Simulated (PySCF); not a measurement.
CH7F2NSi2 (SMILES C[SiH2][Si](N)(F)F)

```tsv
atom	x (Å)	y (Å)	z (Å)
C	-1.8675	-0.9047	0.1781
Si	-0.9716	0.7675	0.2382
Si	1.1476	0.5679	-0.5890
N	2.1805	-0.4710	0.2905
F	1.8073	2.0221	-0.8399
F	1.2605	0.0052	-2.0896
H	-1.3582	-1.6486	0.7850
H	-1.9195	-1.2906	-0.8367
H	-2.8841	-0.8192	0.5501
H	-0.9325	1.2316	1.6369
H	-1.7657	1.7579	-0.5060
H	2.2657	-0.4043	1.2888
H	3.0328	-0.8132	-0.1242
```

Geometry: GFN2-xTB.

These are results of PBE0/pcSseg-1, SCF density, gas phase, non-relativistic in PySCF 2.14.0, not measurements.

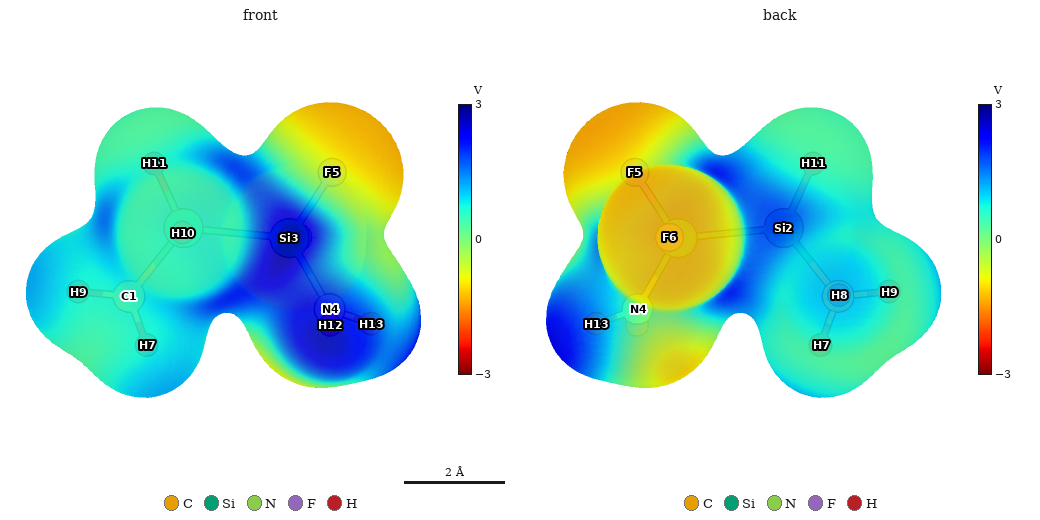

Figure 1. The electrostatic potential painted on the density surface at 0.004 e/bohr³, seen from the front and from behind; the colour scale runs from red (negative) to blue (positive).

> Where is the surface potential most negative and most positive?

The most negative region (about −1.4 V, or −32 kcal/mol for a unit charge) lies over F5, the most positive (about +2.6 V, or +60 kcal/mol for a unit charge) over Si3 and H12.

> How polar is the molecule by this calculation?

Its dipole moment is 2.97 D.

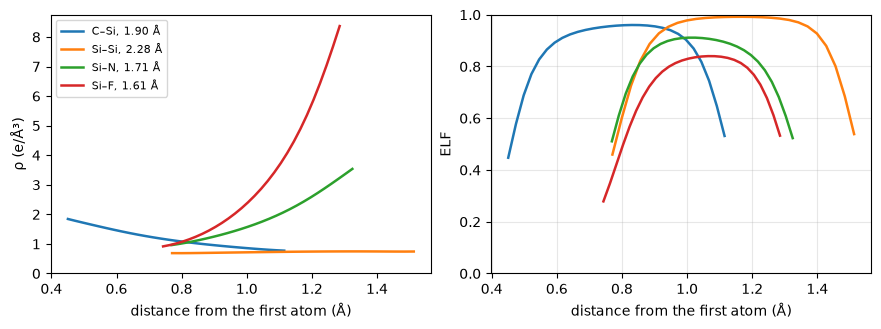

Figure 2. Total electron density and ELF along straight lines between neighbouring atoms. The curves leave out the atomic cores.

> Compare the contacts.

C–Si (1.90 Å): the density is about 0.91 e/Å³ at the midpoint; the ELF peaks at about 0.95 between the atoms: a covalent bond.
Si–Si (2.28 Å): ρ at the midpoint is about 0.74 e/Å³; the ELF peaks at about 1 between the atoms; a covalent bond.
Si–N (1.71 Å): the density is about 1.1 e/Å³ at the midpoint; the ELF peaks at about 0.90 between the atoms (a polar covalent bond).
Si–F (1.61 Å): ρ is about 1.1 e/Å³ halfway; the ELF peaks at about 0.85 in the valence shell of F, 0.5 Å from its nucleus, and is about 0.50 at the midpoint.
